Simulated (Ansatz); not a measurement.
# C₃H₈Cl₃NTi: geometry and vibrations

The task is to find a stationary geometry of C₃H₈Cl₃NTi, check the end point by its vibrations and derive ideal-gas thermochemistry, and look at its orbitals and charge.

Method: RKS PBE0-D4/def2-TZVP; program: Ansatz 0.2.0, Gaussian basis.

Plan: relaxation at PBE-D4/def2-SVP; relaxation at PBE0-D4/def2-TZVP; harmonic vibrations at the same level; a single point in def2-TZVPP for the fields.

### Step 1. The system as given

SMILES `CC[N](C)[Ti]([Cl])([Cl])[Cl]`, 16 atoms, charge 0, spin multiplicity 1.

Atoms are counted from 1 here; the program's logs count them from 0.

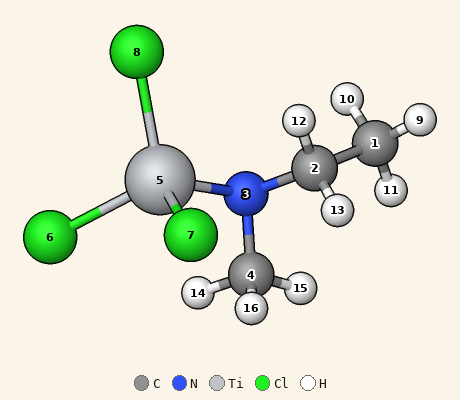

Start geometry, drawn with carbon grey, nitrogen blue, titanium light grey, chlorine green, hydrogen white; atoms are numbered from 1 in the order of the file.

The start is a force-field geometry with small random shifts, so a cheaper pass at PBE-D4/def2-SVP comes first.

### Step 2. Relaxation at PBE-D4/def2-SVP (cheap first pass)

The input, in.yaml:

```yaml
crystal:
  periodic: [false, false, false]
  atoms:
    - {symbol: C, position_ang: [-0.247300, -1.658200, -1.508600]}
    - {symbol: C, position_ang: [0.435100, -0.549500, -0.716700]}
    - {symbol: N, position_ang: [-0.535000, 0.212400, 0.102000]}
    - {symbol: C, position_ang: [-0.583900, -0.388100, 1.433100]}
    - {symbol: Ti, position_ang: [0.332500, 2.057600, 0.396700]}
    - {symbol: Cl, position_ang: [-0.921900, 3.266300, 1.988700]}
    - {symbol: Cl, position_ang: [2.549500, 1.828600, 1.188700]}
    - {symbol: Cl, position_ang: [0.379300, 3.260400, -1.608500]}
    - {symbol: H, position_ang: [0.422100, -2.106200, -2.158800]}
    - {symbol: H, position_ang: [-1.096600, -1.144900, -2.105900]}
    - {symbol: H, position_ang: [-0.753400, -2.371600, -0.824200]}
    - {symbol: H, position_ang: [0.940500, 0.164100, -1.410300]}
    - {symbol: H, position_ang: [1.201100, -0.984900, -0.126900]}
    - {symbol: H, position_ang: [-1.437100, 0.188100, 2.029800]}
    - {symbol: H, position_ang: [-1.017100, -1.461700, 1.353300]}
    - {symbol: H, position_ang: [0.309500, -0.335200, 2.012100]}
basis:
  gaussian: {orbitals: def2-SVP}
hamiltonian: {xc: pbe, dispersion: d4}
relax: {f_tol: 0.03, max_steps: 200}
```

Launch:

```
> ansatz run in.yaml --threads 4 --pin off --events-out ev --progress --plain --max-ram 41984MiB --backend cuda --devices 0, --max-vram 37GiB
```

Log, cut to the lines that bear on the results:

```text
Functional definition: PBE
  name "PBE"
  cite "Perdew, Burke & Ernzerhof, Phys. Rev. Lett. 77, 3865 (1996) doi:10.1103/PhysRevLett.77.3865"
  parent pbe
[...]
2075 factors; their error is unknown
[...]
mean field -65374.32971073 eV, -2402.4623045571 hartree, gradient 1.3e-5 eV, S^2 0.000000; 0 other end points of the search recorded, 0 dependent functions left out
[...]
reference -65374.32980682 eV, -2402.4623080882 hartree; 53, 53 occupied and 128, 128 virtual orbitals, 2075 factors
relax step   1: F+E_penalty+E_count = -65374.84405009 eV  Δ(F+E_penalty+E_count) = +0.000e0 eV  max|allowed force component| = 4.847e0 eV/Å  Δτ_max = 0.0000 Å  (52 SCF iters, accepted)
[...]
relax step   4: F+E_penalty+E_count = -65376.46079952 eV  Δ(F+E_penalty+E_count) = -6.056e-2 eV  max|allowed force component| = 2.257e-1 eV/Å  Δτ_max = 0.1297 Å  (33 SCF iters, accepted)
[...]
relax step   7: F+E_penalty+E_count = -65376.53605628 eV  Δ(F+E_penalty+E_count) = -1.941e-2 eV  max|allowed force component| = 3.007e-1 eV/Å  Δτ_max = 0.1828 Å  (42 SCF iters, accepted)
[...]
relax step  10: F+E_penalty+E_count = -65376.58023789 eV  Δ(F+E_penalty+E_count) = -2.694e-3 eV  max|allowed force component| = 1.916e-1 eV/Å  Δτ_max = 0.1683 Å  (40 SCF iters, accepted)
[...]
Total energy: -65376.58796013 eV, -2402.5452936917 hartree
Atom 0 at    -0.216264    -1.280960    -1.486165 Å, force     0.005795    -0.008851    -0.008930 eV/Å
Atom 1 at     0.714778    -0.592066    -0.488510 Å, force    -0.002716    -0.000220     0.007408 eV/Å
Atom 2 at     0.014858     0.202795     0.523975 Å, force     0.006452     0.008351     0.004732 eV/Å
Atom 3 at    -0.718834    -0.515494     1.545074 Å, force    -0.002881    -0.004332    -0.004954 eV/Å
Atom 4 at     0.288177     2.005650     0.264773 Å, force     0.008889    -0.019083     0.005152 eV/Å
Atom 5 at    -0.887857     3.071598     1.786624 Å, force     0.000796     0.000517    -0.004497 eV/Å
Atom 6 at     2.462755     2.369819     0.476558 Å, force    -0.004324     0.004192     0.001987 eV/Å
Atom 7 at    -0.364175     2.470631    -1.802932 Å, force    -0.004225     0.004852     0.001295 eV/Å
Atom 8 at     0.375587    -1.842377    -2.236088 Å, force     0.000713    -0.001972    -0.000503 eV/Å
Atom 9 at    -0.829739    -0.528765    -2.020184 Å, force    -0.000896     0.008349    -0.001681 eV/Å
Atom 10 at    -0.895478    -2.000733    -0.987692 Å, force    -0.004219    -0.005957     0.004225 eV/Å
Atom 11 at     1.413076     0.081362    -1.037044 Å, force    -0.006913     0.004448    -0.003235 eV/Å
Atom 12 at     1.371039    -1.329173     0.032729 Å, force     0.001514    -0.001328     0.001802 eV/Å
Atom 13 at    -1.170392     0.196997     2.260234 Å, force     0.000416     0.001921    -0.001165 eV/Å
Atom 14 at    -1.536860    -1.130308     1.106225 Å, force     0.004883     0.004675     0.003688 eV/Å
Atom 15 at    -0.043371    -1.201776     2.106923 Å, force    -0.003283     0.004438    -0.005323 eV/Å
Dipole moment:    -0.144508    -0.797427     0.097486 e Å
```

Run time: 17 s. Hardware: 1 × H100 (card shared with other runs) with 4 threads of AMD EPYC 7R13, shared host.

Relaxation path:

```
step  energy from step 1 (eV)  largest force component (eV/Å)
   1                   0.0000                          4.8471
   2                  -1.3445                          1.4043
   3                  -1.5562                          0.6719
   4                  -1.6168                          0.2257
   5                  -1.6545                          0.2966
   6                  -1.6726                          0.3060
   7                  -1.6920                          0.3007
   8                  -1.7183                          0.1158
   9                  -1.7335                          0.1269
  10                  -1.7362                          0.1916
  11                  -1.7423                          0.0784
  12                  -1.7418                          0.1822
  13                  -1.7433                          0.0095
  14                  -1.7436                          0.0214
  15                  -1.7438                          0.0191
```

The force was under the threshold of 0.03 eV/Å already at step 13, but the program went on to step 15.

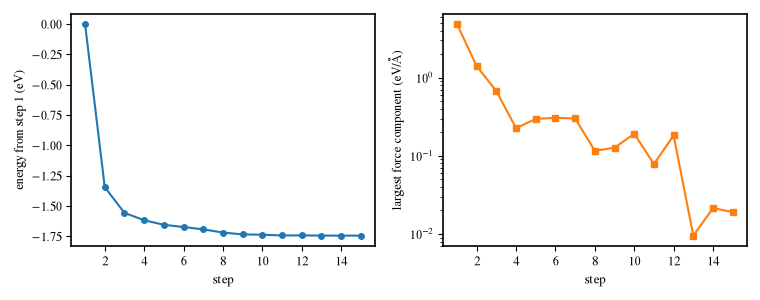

Energy and force, step by step.

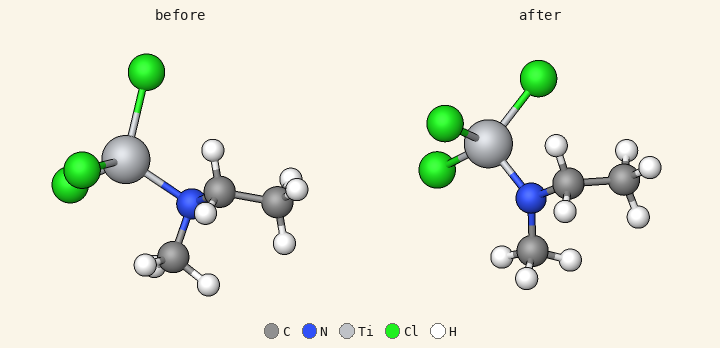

The geometry before (left) and after (right).

Distances of close pairs at the start and the end, largest changes first:

```
   bond  before (Å)  after (Å)  change (Å)
 N3–Ti5       2.060      1.842      -0.218
 C4–Ti5       2.810      3.002      +0.192
Ti5–Cl6       2.360      2.199      -0.161
Ti5–Cl7       2.365      2.215      -0.150
Ti5–Cl8       2.339      2.217      -0.121
 C2–Ti5       2.837      2.738      -0.099
 C4–H14       1.190      1.106      -0.084
  C1–H9       1.035      1.108      +0.073
```

### Step 3. Optimising with PBE0-D4/def2-TZVP

The input, in.yaml:

```yaml
crystal:
  periodic: [false, false, false]
  atoms:
    - {symbol: C, position_ang: [-0.216264, -1.280960, -1.486165]}
    - {symbol: C, position_ang: [0.714778, -0.592066, -0.488510]}
    - {symbol: N, position_ang: [0.014858, 0.202795, 0.523975]}
    - {symbol: C, position_ang: [-0.718834, -0.515494, 1.545074]}
    - {symbol: Ti, position_ang: [0.288177, 2.005650, 0.264773]}
    - {symbol: Cl, position_ang: [-0.887857, 3.071598, 1.786624]}
    - {symbol: Cl, position_ang: [2.462755, 2.369819, 0.476558]}
    - {symbol: Cl, position_ang: [-0.364175, 2.470631, -1.802932]}
    - {symbol: H, position_ang: [0.375587, -1.842377, -2.236088]}
    - {symbol: H, position_ang: [-0.829739, -0.528765, -2.020184]}
    - {symbol: H, position_ang: [-0.895478, -2.000733, -0.987692]}
    - {symbol: H, position_ang: [1.413076, 0.081362, -1.037044]}
    - {symbol: H, position_ang: [1.371039, -1.329173, 0.032729]}
    - {symbol: H, position_ang: [-1.170392, 0.196997, 2.260234]}
    - {symbol: H, position_ang: [-1.536860, -1.130308, 1.106225]}
    - {symbol: H, position_ang: [-0.043371, -1.201776, 2.106923]}
basis:
  gaussian: {orbitals: def2-TZVP}
hamiltonian: {xc: pbe0, dispersion: d4}
relax: {f_tol: 0.005, max_steps: 150}
```

Same command.

Log, cut to the lines that bear on the results:

```text
Functional definition: PBE0
  name "PBE0"
  cite "Adamo & Barone, J. Chem. Phys. 110, 6158 (1999) doi:10.1063/1.478522"
  cite "Perdew, Burke & Ernzerhof, Phys. Rev. Lett. 77, 3865 (1996) doi:10.1103/PhysRevLett.77.3865"
  parent pbe
[...]
2317 factors; their error is unknown
[...]
mean field -65400.74472552 eV, -2403.4330384460 hartree, gradient 5.4e-5 eV, S^2 0.000000; 0 other end points of the search recorded, 0 dependent functions left out
[...]
reference -65400.74476780 eV, -2403.4330399997 hartree; 53, 53 occupied and 275, 275 virtual orbitals, 2317 factors
relax step   1: F+E_penalty+E_count = -65401.22817062 eV  Δ(F+E_penalty+E_count) = +0.000e0 eV  max|allowed force component| = 4.203e-1 eV/Å  Δτ_max = 0.0000 Å  (34 SCF iters, accepted)
[...]
Atom 6 at     2.462813     2.365270     0.532338 Å, force     0.000545     0.000397    -0.000070 eV/Å
Atom 7 at    -0.319607     2.534321    -1.779361 Å, force     0.000170     0.000030    -0.000672 eV/Å
Atom 8 at     0.364720    -1.849746    -2.193175 Å, force    -0.000061    -0.000177     0.000046 eV/Å
Atom 9 at    -0.877327    -0.610133    -1.960702 Å, force    -0.000019     0.000266     0.000077 eV/Å
Atom 10 at    -0.836460    -2.043570    -0.917104 Å, force    -0.000160    -0.000008     0.000217 eV/Å
Atom 11 at     1.357606     0.091475    -1.081462 Å, force     0.000723     0.000672    -0.000076 eV/Å
Atom 12 at     1.382715    -1.267200     0.020463 Å, force     0.000444     0.000362     0.000407 eV/Å
Atom 13 at    -1.139534     0.166323     2.243437 Å, force     0.000138    -0.000528    -0.000359 eV/Å
Atom 14 at    -1.551325    -1.078374     1.055332 Å, force    -0.000437    -0.000029     0.000052 eV/Å
Atom 15 at    -0.062369    -1.225867     2.012076 Å, force     0.000084     0.000473    -0.000543 eV/Å
Dipole moment:    -0.165488    -0.884720     0.082370 e Å
```

Wall time 16 s (1 × H100 (card shared with other runs) with 4 threads of AMD EPYC 7R13, shared host); peak host memory 1.1 GiB.

Relaxation path:

```
step  energy from step 1 (eV)  largest force component (eV/Å)
   1                   0.0000                          0.4203
   2                  -0.0508                          0.1399
   3                  -0.0555                          0.0231
   4                  -0.0558                          0.0081
   5                  -0.0562                          0.0232
   6                  -0.0563                          0.0152
   7                  -0.0563                          0.0068
   8                  -0.0564                          0.0169
   9                  -0.0564                          0.0032
```

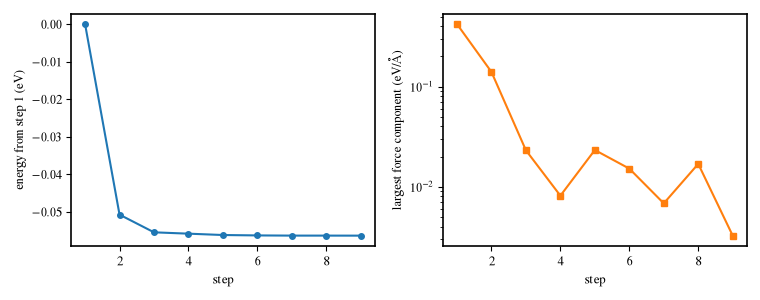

Energy and largest force along the relaxation.

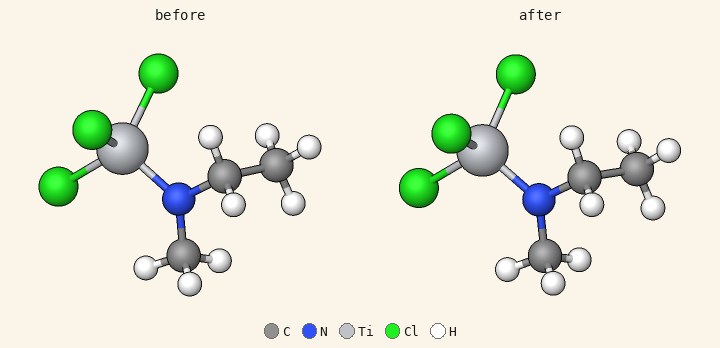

The geometry before (left) and after (right).

Distances of close pairs at the start and the end, largest changes first:

```
  bond  before (Å)  after (Å)  change (Å)
C4–H15       1.113      1.095      -0.018
C4–H16       1.115      1.097      -0.018
C2–H13       1.116      1.098      -0.018
N3–Ti5       1.842      1.824      -0.018
C4–H14       1.106      1.089      -0.017
C1–H11       1.108      1.091      -0.017
C2–H12       1.114      1.098      -0.016
 C1–H9       1.108      1.092      -0.016
```

Mulliken charges of the relaxed molecule (report file):

C1 -0.39; C2 -0.05; N3 -0.33; C4 -0.31; Ti5 1.02; Cl6 -0.33; Cl7 -0.35; Cl8 -0.35; H9 0.13; H10 0.15; H11 0.13; H12 0.14; H13 0.12; H14 0.15; H15 0.14; H16 0.14

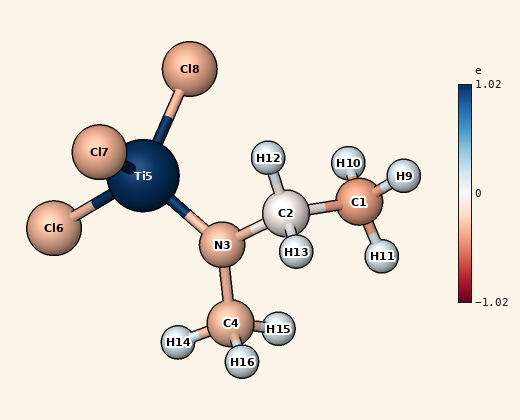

Mulliken charges of the relaxed molecule (report file), as colours on the atoms.

### Step 4. Force constants and modes

The input, in.yaml:

```yaml
crystal:
  periodic: [false, false, false]
  atoms:
    - {symbol: C, position_ang: [-0.220743, -1.312804, -1.444295]}
    - {symbol: C, position_ang: [0.707302, -0.573610, -0.498047]}
    - {symbol: N, position_ang: [0.007397, 0.220457, 0.502926]}
    - {symbol: C, position_ang: [-0.725296, -0.515780, 1.502714]}
    - {symbol: Ti, position_ang: [0.302032, 2.005684, 0.271291]}
    - {symbol: Cl, position_ang: [-0.874624, 3.070753, 1.778070]}
    - {symbol: Cl, position_ang: [2.462813, 2.365270, 0.532338]}
    - {symbol: Cl, position_ang: [-0.319607, 2.534321, -1.779361]}
    - {symbol: H, position_ang: [0.364720, -1.849746, -2.193175]}
    - {symbol: H, position_ang: [-0.877327, -0.610133, -1.960702]}
    - {symbol: H, position_ang: [-0.836460, -2.043570, -0.917104]}
    - {symbol: H, position_ang: [1.357606, 0.091475, -1.081462]}
    - {symbol: H, position_ang: [1.382715, -1.267200, 0.020463]}
    - {symbol: H, position_ang: [-1.139534, 0.166323, 2.243437]}
    - {symbol: H, position_ang: [-1.551325, -1.078374, 1.055332]}
    - {symbol: H, position_ang: [-0.062369, -1.225867, 2.012076]}
basis:
  gaussian: {orbitals: def2-TZVP}
hamiltonian: {xc: pbe0, dispersion: d4}
phonons: {temperatures: {t_min: 298.15, t_max: 900, t_step: 200}}
```

Same command.

Log, cut to the lines that bear on the results:

```text
Functional definition: PBE0
  name "PBE0"
  cite "Adamo & Barone, J. Chem. Phys. 110, 6158 (1999) doi:10.1063/1.478522"
  cite "Perdew, Burke & Ernzerhof, Phys. Rev. Lett. 77, 3865 (1996) doi:10.1103/PhysRevLett.77.3865"
  parent pbe
[...]
2317 factors; their error is unknown
[...]
mean field -65400.79881737 eV, -2403.4350262846 hartree, gradient 1.8e-5 eV, S^2 0.000000; 0 other end points of the search recorded, 0 dependent functions left out
[...]
reference -65400.79885931 eV, -2403.4350278261 hartree; 53, 53 occupied and 275, 275 virtual orbitals, 2317 factors
[...]
2317 factors; their error is unknown
mean field -65400.79864725 eV, -2403.4350200328 hartree, gradient 3.0e-6 eV, S^2 0.000000; 0 other end points of the search recorded, 0 dependent functions left out
[...]
reference -65400.79868919 eV, -2403.4350215743 hartree; 53, 53 occupied and 275, 275 virtual orbitals, 2317 factors
[...]
Atom 6 at     2.462813     2.365270     0.532338 Å, force     0.000589     0.000408    -0.000057 eV/Å
Atom 7 at    -0.319607     2.534321    -1.779361 Å, force     0.000192     0.000032    -0.000766 eV/Å
Atom 8 at     0.364720    -1.849746    -2.193175 Å, force    -0.000088    -0.000186     0.000016 eV/Å
Atom 9 at    -0.877327    -0.610133    -1.960702 Å, force     0.000009     0.000287     0.000135 eV/Å
Atom 10 at    -0.836460    -2.043570    -0.917104 Å, force     0.000011     0.000234     0.000633 eV/Å
Atom 11 at     1.357606     0.091475    -1.081462 Å, force     0.000662     0.000522    -0.000119 eV/Å
Atom 12 at     1.382715    -1.267200     0.020463 Å, force     0.000420     0.000376     0.000328 eV/Å
Atom 13 at    -1.139534     0.166323     2.243437 Å, force     0.000106    -0.000536    -0.000355 eV/Å
Atom 14 at    -1.551325    -1.078374     1.055332 Å, force    -0.000296    -0.000126    -0.000209 eV/Å
Atom 15 at    -0.062369    -1.225867     2.012076 Å, force     0.000051     0.000490    -0.000649 eV/Å
Dipole moment:    -0.165487    -0.884716     0.082373 e Å
[...]
```

Run time: 2.9 min. Hardware: 1 × H100 (card shared with other runs) with 4 threads of AMD EPYC 7R13, shared host; peak host memory 1.1 GiB.

Motions are named by where the mode's potential energy lies. The modes, unscaled (a negative number is an imaginary wavenumber):

```
mode  cm⁻¹                 motion
   1    46                torsion
   2    73      torsion with bend
   3    91                   bend
   4   110      bend with torsion
   5   112      torsion with bend
   6   119                   bend
   7   135      torsion with bend
   8   148                   bend
   9   174                torsion
  10   231      torsion with bend
  11   261      torsion with bend
  12   324                   bend
  13   386          Ti–Cl stretch
  14   440     mixed, led by bend
  15   484          Ti–Cl stretch
  16   493          Ti–Cl stretch
  17   642   Ti–N and C–N stretch
  18   790      torsion with bend
  19   903    C–N and C–C stretch
  20  1021    C–N and C–C stretch
  21  1086  bend with C–C stretch
  22  1097      bend with torsion
  23  1122                   bend
  24  1196            C–N stretch
  25  1241                   bend
  26  1338                   bend
  27  1384                   bend
  28  1402                   bend
  29  1442                   bend
  30  1470                   bend
  31  1478                   bend
  32  1486                   bend
  33  1495                   bend
  34  1500                   bend
  35  3012            C–H stretch
  36  3019            C–H stretch
  37  3050            C–H stretch
  38  3061            C–H stretch
  39  3079            C–H stretch
  40  3139            C–H stretch
  41  3144            C–H stretch
  42  3156            C–H stretch
```

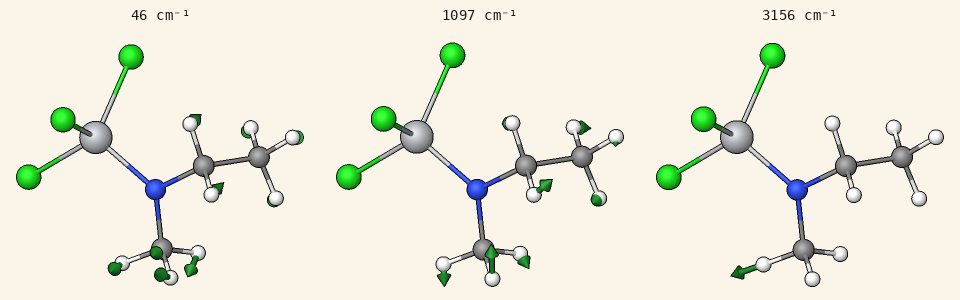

How the atoms move in 3 of the modes.

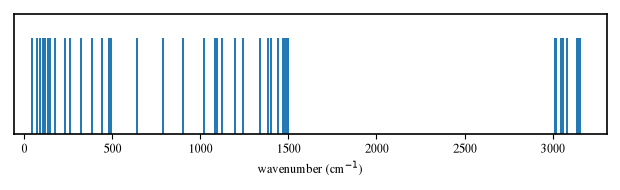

The harmonic wavenumbers as sticks (no intensities were computed).

Ideal gas, rigid rotor and harmonic oscillator at 298.15 K and 1 bar, with symmetry number 1:

```
                term            value
   zero-point energy    72.0 kcal/mol
          H(298) − E    80.2 kcal/mol
entropy, translation  175.7 J/(mol K)
   entropy, rotation  129.5 J/(mol K)
  entropy, vibration  165.4 J/(mol K)
      entropy, total  470.6 J/(mol K)
```

### Step 5. Fields at the relaxed geometry

Changes to in.yaml since step 4:

```diff
@@ -20,4 +20,4 @@
 basis:
-  gaussian: {orbitals: def2-TZVP}
+  gaussian: {orbitals: def2-TZVPP}
 hamiltonian: {xc: pbe0, dispersion: d4}
-phonons: {temperatures: {t_min: 298.15, t_max: 900, t_step: 200}}
+output: {orbitals: {seedname: orbitals}}
```

The command is unchanged.

Log:

```text
Functional definition: PBE0
  name "PBE0"
  cite "Adamo & Barone, J. Chem. Phys. 110, 6158 (1999) doi:10.1063/1.478522"
  cite "Perdew, Burke & Ernzerhof, Phys. Rev. Lett. 77, 3865 (1996) doi:10.1103/PhysRevLett.77.3865"
  parent pbe
  parameter a = 0.25
  parameter kappa = 0.804
  parameter beta = 0.06672455060314922
  exchange = (1 - a)*pbe_x(kappa = kappa, mu = beta*pi^2/3) + a*exact_x
  correlation = pbe_c(beta = beta)
2654 factors; their error is unknown
mean field evaluation 1: about -65388.3024 eV, gradient 7.4e1 eV
mean field evaluation 2: about -65271.2448 eV, gradient 2.7e2 eV
mean field evaluation 4: about -65395.4367 eV, gradient 5.5e1 eV
mean field evaluation 8: about -65400.7505 eV, gradient 2.2e-1 eV
mean field evaluation 16: about -65400.9548 eV, gradient 7.4e-4 eV
mean field -65400.95483334 eV, -2403.4407597659 hartree, gradient 8.3e-5 eV, S^2 0.000000; 0 other end points of the search recorded, 0 dependent functions left out
reference -65400.95487535 eV, -2403.4407613096 hartree; 53, 53 occupied and 373, 373 virtual orbitals, 2654 factors
Total energy: -65401.44059514 eV, -2403.4586111828 hartree
```

It took 3.7 s on 1 × H100 (card shared with other runs) with 4 threads of AMD EPYC 7R13, shared host.

The fields below are evaluated on a grid from the run's orbitals.

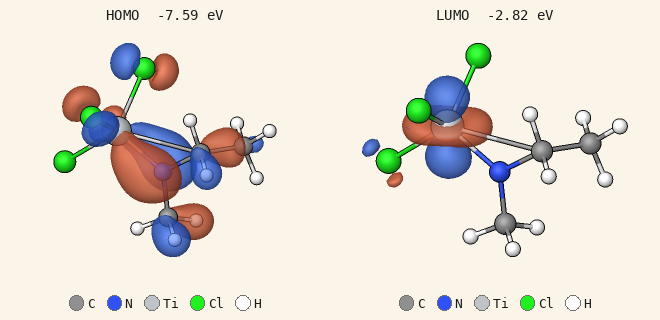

PBE0-D4/def2-TZVPP orbitals near the gap, drawn at the value that encloses 70 % of each; the two colours are the two signs.

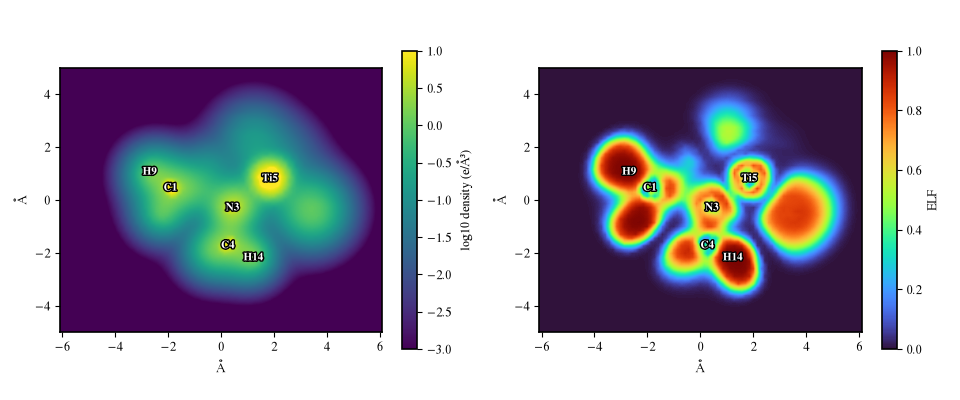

Density (left) and ELF (right) in a plane through or near 6 of the atoms.

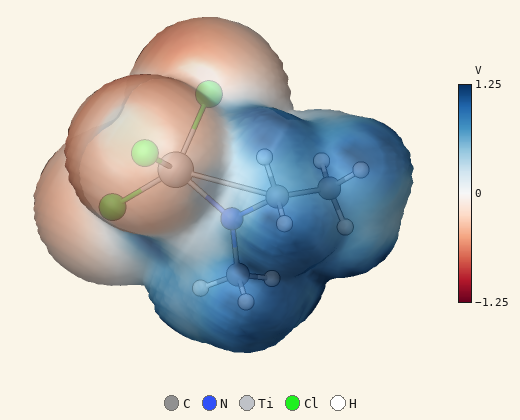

Electrostatic potential on the surface of density 0.002 e/bohr³; red is low, blue high. It runs from -0.56 V near Cl7 to 1.25 V near H15.

### Step 6. Outcome

| quantity | value |
| --- | --- |
| point group | C1 |
| steps | 15 + 9 |
| shift from the start (rms) | 0.568 Å |
| total energy | -65401.2846 eV |
| dispersion term | -486 meV |
| dipole moment | 4.34 D |
| lowest, highest wavenumber | 46, 3156 cm⁻¹ |
| zero-point energy | 72.0 kcal/mol |
| entropy at 298.15 K | 470.6 J/(mol K) |
| HOMO, LUMO | -7.59, -2.82 eV |

**Reading.** The atoms moved 0.57 Å (rms) from the start; the bond that changed most is N3–Ti5, from 2.060 to 1.824 Å. All wavenumbers are real, so the end point is a minimum. The stiffest mode, 3156 cm⁻¹, is a C–H stretch, and 9 modes under 200 cm⁻¹ make the vibrational entropy uncertain. Harmonic hybrid wavenumbers usually lie a few per cent above measured fundamentals. The largest Mulliken charge, +1.02 e, sits on Ti5. The HOMO lies mostly on N3 48 %; Ti5 10 % and the LUMO on Ti5 78 %; Cl6 7 %.
